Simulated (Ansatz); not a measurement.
Consider CuI in the zinc blende structure (space group F-43m, No. 216; a = 6.023 Å).

Structures relaxed with Ansatz (a quantum-chemistry and plane-wave program), r2SCAN, PAW, cutoff 500 eV, spin-orbit coupling left out.

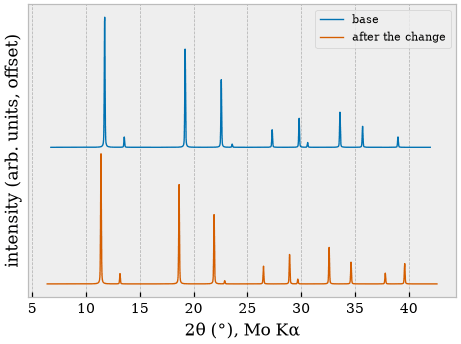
Simulated powder patterns before (top) and after one change

**Question.** What was done to the base?
A) isotropic strain +0.50 %
B) isotropic strain +1.00 %
C) isotropic strain +3.00 %
D) isotropic strain +1.50 %

**Answer.** C, isotropic strain +3.00 %. Its volume per atom is 29.84 Å³ against 27.31 Å³, and its space group is F-43m (No. 216).

Stability against distortions was not tested. All final runs are without spin polarisation.
